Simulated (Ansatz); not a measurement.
AlNH$_{5}$Cl: several calculations on one system

Part 1: Relaxation

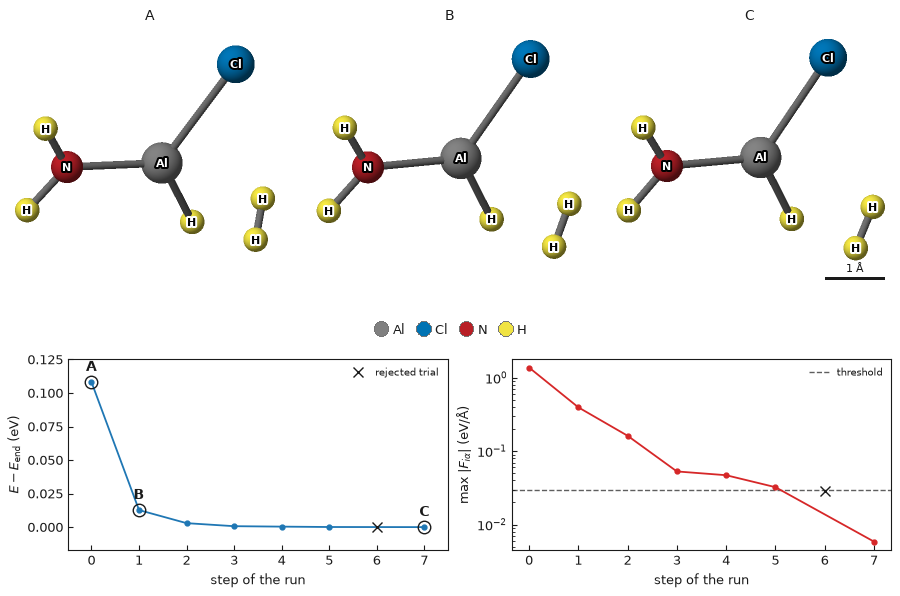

Frames of a relaxation of AlNH5Cl, marked on the history of the run. Style: ball-and-stick. Shown from a free direction.

The run prepares an end point of a later path (reaction) calculation, from a guessed geometry.

The calculation used RKS B3LYP-D4/def2-SVP (Ansatz). (no spin polarisation; force threshold 0.03 eV/Å; at most 50 steps)

> What happens along the run?

The atom that moves furthest after the best rigid fit is an H atom (0.26 Å). Largest moves by element: H 0.26 Å, Cl 0.23 Å, Al 0.10 Å, N 0.02 Å. Some distances before and after: Al–Cl 2.197 → 2.119 Å, H–H 0.720 → 0.762 Å. After 6 accepted moves (7 points after the start) the energy has fallen by 0.108 eV. Largest force component: 1.4 eV/Å at the start, 0.0059 eV/Å at the end. The line search rejected the trial step at point 6 of the run. From step 0 to 1: an H atom moves most (0.19 Å), energy −0.095 eV. From step 1 to 7: an H atom moves most (0.08 Å), energy −0.013 eV.

Limits of the set-up: the start holds two separate molecules, 2.5 Å apart at their closest, whose relative position is a soft coordinate.

Part 2: Relaxation

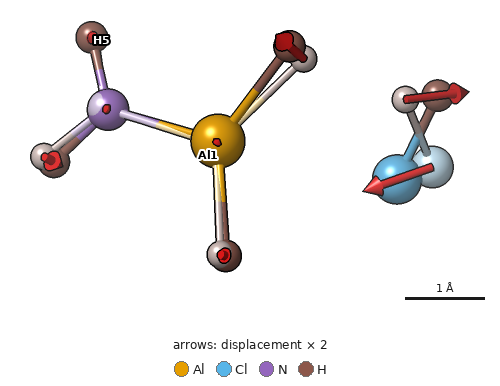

A relaxation of AlNH$_{5}$Cl. The starting structure is drawn faded, the final one solid; red arrows show the displacements, 2 times their true length. The two geometries are superimposed by the best rigid fit.

A ball-and-stick model, seen from a free direction.

The run prepares an end point of a later path (reaction) calculation, from a guessed geometry.

Theory: RKS B3LYP-D4/def2-SVP in Ansatz 0.2.0.

Input
```yaml
crystal:
  periodic: [false, false, false]
  atoms:
    - { symbol: Al, position_ang: [0.045298, 0.483887, -0.458277] }
    - { symbol: Cl, position_ang: [0.019457, 0.275283, 2.962741] }
    - { symbol: "N", position_ang: [1.640176, 0.036838, -1.08855] }
    - { symbol: H, position_ang: [1.846632, -0.822244, -1.5899] }
    - { symbol: H, position_ang: [2.494106, 0.57037, -0.95397] }
    - { symbol: H, position_ang: [-1.208726, -0.421004, -0.768758] }
    - { symbol: H, position_ang: [-0.061029, 1.841389, 0.325972] }
    - { symbol: H, position_ang: [-0.066414, 1.300581, 2.105743] }
basis:
  gaussian: { orbitals: def2-SVP }
hamiltonian:
  xc: b3lyp
  dispersion: d4
relax:
  f_tol: 0.03
  max_steps: 50
output:
  orbitals: {}
```

Command:
```bash
ansatz run input.yaml --threads 1 --pin off --max-ram 2048MiB --backend cpu --events-out ev --progress --plain --runs-dir out
```

What did the optimiser do to the structure, and how much energy did it gain?

The largest moves after the best rigid fit, 0.51 Å, are those of Cl2 and H8. Largest moves by element: H 0.51 Å, Cl 0.51 Å, N 0.05 Å, Al 0.05 Å. Some distances before and after: Al1–Cl2 3.427 → 2.987 Å, Cl2–H8 1.339 → 1.293 Å, Al1–H7 1.571 → 1.589 Å, Al1–N3 1.772 → 1.779 Å. The energy falls by 0.063 eV in 12 accepted moves (13 points after the start). Largest force component: 0.73 eV/Å at the start, 0.0043 eV/Å at the end. The line search rejected the trial step at point 8 of the run.

Part 3: Path

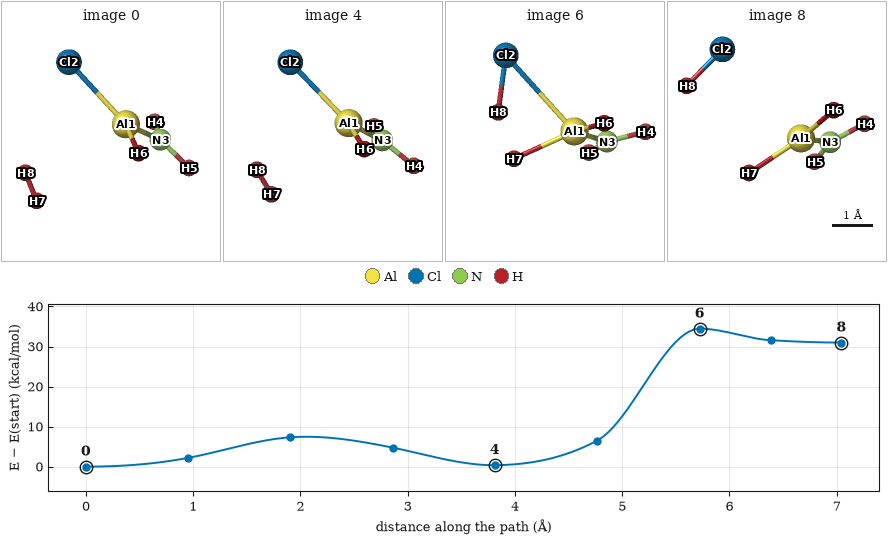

A nudged-elastic-band calculation for AlNH$_{5}$Cl, made up at the start of AlNH3Cl and H2. Images are numbered from 0 (start) to 8 (end). A ball-and-stick model, seen from a free direction.

The calculation used RKS B3LYP-D4/def2-SVP in Ansatz 0.2.0. Settings: 7 movable images; climbing image; force threshold 0.05 eV/Å; iteration limit 60; starting path through a guess of the saddle point.

> What happens along the path, and what is the barrier?

The path has more than one stage, and so few images may leave a stage unresolved. Breaking: Al1–Cl2 (2.12 → 2.57 at the top → 2.99 Å), H7–H8 (0.76 → 1.23 at the top → 2.70 Å). Forming: Al1–H7 (2.96 → 1.67 at the top → 1.59 Å), Cl2–H8 (2.99 → 1.45 at the top → 1.29 Å). The highest point, image 6, lies 34.4 kcal/mol above the start and 3.5 kcal/mol above the end; the end is at +31.0 kcal/mol relative to the start. The profile has 2 maxima (images 2, 6) with a dip at image 4 (+0.4 kcal/mol), so the process runs in steps. The band converged in 17 iterations. The largest component of the band force went from 8 to 0.042 eV/Å. The climbing image converged on the top of the path. Its vibrational analysis gives one imaginary mode (552i cm⁻¹), as a transition state must have.

Limits of the set-up: the start holds two separate molecules, 2.8 Å apart at their closest, whose relative position is a soft coordinate.
